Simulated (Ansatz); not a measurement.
# HNO3 (peroxynitrous acid): levels of theory compared

We compute a comparison of 6 runs (B3LYP/6-31G*, BHLYP/6-311+G**, HSE06/6-311+G**, r2SCAN/6-311+G**, BCCD(T)/6-311+G**, CCSD/6-311+G**) of HNO3 (peroxynitrous acid). 

The calculation is run with Ansatz 0.2.0.

51 further runs of the same task are left out: 51 set aside as unsound or not needed.

### 1 The molecule

HNO3 has 5 atoms, charge 0, and is taken as a singlet. As SMILES, `O=NOO`. The O3–O4 distance was set to 2.101 Å, away from the relaxed value. At this shape a bond of the SMILES string is far longer than usual.

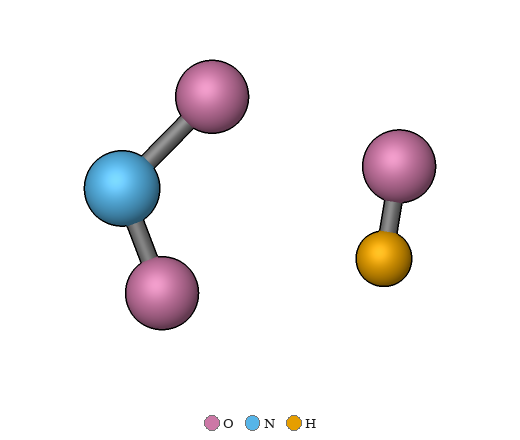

The structure, seen from a chosen angle (oxygen pink, nitrogen blue, hydrogen amber).

### 2 A single-point energy at B3LYP/6-31G(d) (spherical functions) (run 1)

molecule.yaml

```yaml
crystal:
  periodic: [false, false, false]
  atoms:
    - {symbol: O, position_ang: [-0.505486, -1.104481, 1.058334]}
    - {symbol: N, position_ang: [-1.513606, -0.897471, 0.480064]}
    - {symbol: O, position_ang: [-1.416926, 0.019359, -0.509726]}
    - {symbol: O, position_ang: [0.508600, 0.826880, -0.747550]}
    - {symbol: H, position_ang: [1.001920, 0.348200, -0.043280]}
basis:
  gaussian:
    orbitals: 6-31G_st_-spherical.json
hamiltonian:
  xc: {name: B3LYP}
accuracy: high
output: {orbitals: {seedname: orbitals}}
```

The basis set 6-31G* is read from a file made from the Basis Set Exchange's data (not shown).

On the command line:

```
$ ansatz run molecule.yaml --threads 1 --pin off --max-ram 3480MiB --events-out events.jsonl --progress --plain --runs-dir runs
```

Standard output:

```text
Warning: RAYON_NUM_THREADS=1 ignored (pool sized by the plan → 1); use --threads N
Functional definition: B3LYP
  name "B3LYP"
  parameter a0 = 0.2
  parameter ax = 0.72
  parameter ac = 0.81
  exchange = (1 - a0 - ax)*slater_x + ax*b88_x + a0*exact_x
  correlation = (1 - ac)*vwn_rpa_c + ac*lyp_c
1202 factors; integrals over basis functions are off by at most 3.2e-9 eV
mean field evaluation 1: about -7629.0670 eV, gradient 7.0e1 eV
mean field evaluation 2: about -7477.2764 eV, gradient 2.1e2 eV
mean field evaluation 4: about -7632.8800 eV, gradient 5.6e1 eV
mean field evaluation 8: about -7639.8789 eV, gradient 2.0e0 eV
mean field evaluation 16: about -7639.8872 eV, gradient 7.8e-4 eV
mean field -7639.88721388 eV, -280.7606766086 hartree, gradient 3.7e-8 eV, S^2 0.000000; 0 other end points of the search recorded, 0 dependent functions left out
reference -7639.88723650 eV, -280.7606774397 hartree; 16, 16 occupied and 42, 42 virtual orbitals, 1202 factors
Total energy: -7639.88723650 eV, -280.7606774397 hartree
```

It took 2.6 s on 1 thread of Arm Neoverse V2, shared host; peak memory 0.14 GiB.

### 3 The energy at BHLYP/6-311+G(d,p) (run 2)

in.yaml

```yaml
crystal:
  periodic: [false, false, false]
  atoms:
    - {symbol: O, position_ang: [-0.505486, -1.104481, 1.058334]}
    - {symbol: N, position_ang: [-1.513606, -0.897471, 0.480064]}
    - {symbol: O, position_ang: [-1.416926, 0.019359, -0.509726]}
    - {symbol: O, position_ang: [0.508600, 0.826880, -0.747550]}
    - {symbol: H, position_ang: [1.001920, 0.348200, -0.043280]}
basis:
  gaussian:
    orbitals: 6-311+G_st__st_.json
hamiltonian:
  xc: {name: BHLYP}
output:
  orbitals: {seedname: orbitals}
accuracy: high
```

The basis set 6-311+G** is read from a file made from the Basis Set Exchange's data (not shown).

On the command line:

```
$ ansatz run in.yaml --threads 1 --pin off --max-ram 3480MiB --events-out events.jsonl --progress --plain --runs-dir runs
```

Standard output:

```text
Warning: RAYON_NUM_THREADS=1 ignored (pool sized by the plan → 1); use --threads N
Functional definition: BHLYP
  name "BHLYP"
  parameter a = 0.5
  exchange = (1 - a)*b88_x + a*exact_x
  correlation = lyp_c
1757 factors; integrals over basis functions are off by at most 3.2e-9 eV
mean field evaluation 1: about -7626.3295 eV, gradient 7.0e1 eV
mean field evaluation 2: about -7505.3213 eV, gradient 1.9e2 eV
mean field evaluation 4: about -7636.5792 eV, gradient 2.2e1 eV
mean field evaluation 8: about -7637.4394 eV, gradient 4.5e0 eV
mean field evaluation 16: about -7637.4986 eV, gradient 5.0e-3 eV
mean field -7637.49862236 eV, -280.6728974891 hartree, gradient 8.8e-8 eV, S^2 0.000000; 0 other end points of the search recorded, 0 dependent functions left out
reference -7637.49864688 eV, -280.6728983902 hartree; 16, 16 occupied and 78, 78 virtual orbitals, 1757 factors
Total energy: -7637.49864688 eV, -280.6728983902 hartree
```

It took 5.1 s on 1 thread of Arm Neoverse V2, shared host; peak memory 0.25 GiB.

Runs 3 to 5 aren't shown in full; the table further down has their settings and results.

### 4 The energy at CCSD/6-311+G(d,p) (run 6)

job.yaml

```yaml
crystal:
  periodic: [false, false, false]
  atoms:
    - {symbol: O, position_ang: [-0.505486, -1.104481, 1.058334]}
    - {symbol: "N", position_ang: [-1.513606, -0.897471, 0.480064]}
    - {symbol: O, position_ang: [-1.416926, 0.019359, -0.509726]}
    - {symbol: O, position_ang: [0.508600, 0.826880, -0.747550]}
    - {symbol: H, position_ang: [1.001920, 0.348200, -0.043280]}
basis:
  gaussian:
    orbitals: 6-311+G_st__st_.json
correlation:
  method: ccsd
  frozen_orbitals: {H: 0, "N": 1, O: 1}
accuracy: high
scf:
  omitted_lower_state_checks: [cluster_reference, increment]
```

The basis set 6-311+G** is read from a file made from the Basis Set Exchange's data (not shown).

On the command line:

```
$ ansatz run job.yaml --threads 1 --pin off --max-ram 3480MiB --events-out events.jsonl --progress --plain --runs-dir runs
```

Standard output (excerpt; [...] marks lines left out):

```text
Warning: RAYON_NUM_THREADS=1 ignored (pool sized by the plan → 1); use --threads N
Functional definition: HF
  name "HF"
[...]
1757 factors; integrals over basis functions are off by at most 3.2e-9 eV
[...]
mean field -7601.80937609 eV, -279.3613418799 hartree, gradient 2.2e-8 eV, S^2 0.000000; 2 other end points of the search recorded, 0 dependent functions left out; unrestricted orbitals would lower it
4 core orbitals not correlated: weight in the atoms' cores, before any rotation towards them, 1.000 or more for the frozen orbitals, at most 0.000 for the correlated occupied ones
reference -7601.80937609 eV, -279.3613418799 hartree; 12, 12 occupied and 78, 78 virtual orbitals, 1757 factors
second order -23.18727344 eV of doubles, -0.00000000 eV of singles
cycle   1  -21.30553705 eV  change     1.5e0 eV  update   2.2e-1
[...]
cycle  37  -23.04725874 eV  change  -6.1e-10 eV  update   1.3e-9
WARN: these amplitudes may be one of several solutions (largest doubles amplitude 0.25, level shift 0.58 eV)
Total energy: -7624.85663483 eV, -280.2083130165 hartree
Checks for a lower state left out: cluster_reference, increment
```

Run time: 29 s. Hardware: 1 thread of Arm Neoverse V2, shared host; peak memory 0.61 GiB.

### 5 Overview of the runs

```csv
run,level,frozen core orbitals,energy (Eh),HOMO energy (eV),LUMO energy (eV),HOMO–LUMO gap (eV),wall time
1,B3LYP/6-31G* (spherical functions),–,-280.760677,-8.76,-5.61,3.15,2.6 s
2,BHLYP/6-311+G**,–,-280.672898,-10.85,-5.03,5.82,5.1 s
3,HSE06/6-311+G**,–,-280.549035,-9.14,-6.37,2.77,5.1 s
4,r2SCAN/6-311+G**,–,-280.749300,-8.03,-6.78,1.26,9 s
5,BCCD(T)/6-311+G**,4,-280.266803,–,–,–,44 s
6,CCSD/6-311+G**,4,-280.208313,–,–,–,29 s
```

### 6 Results

| quantity | value |
| --- | --- |
| run 6: total energy | -280.20831 Eh |
| run 6: correlation energy (4 core orbitals frozen) | -847.0 mEh |
| run 6: T1 diagnostic | 0.038 |

Over runs 1, 2, 3, 4 the HOMO–LUMO gap runs from 1.26 eV (r2SCAN/6-311+G**) to 5.82 eV (BHLYP/6-311+G**). Totals of different functionals can't be ranked against each other. In run 6 the T1 diagnostic is large, so a single reference may not serve. In runs 5, 6 the log says that unrestricted orbitals would lower the reference, so the values rest on an unstable closed-shell determinant (other closed-shell runs at this shape may share the fault). All runs together took 94 s, the longest 44 s.
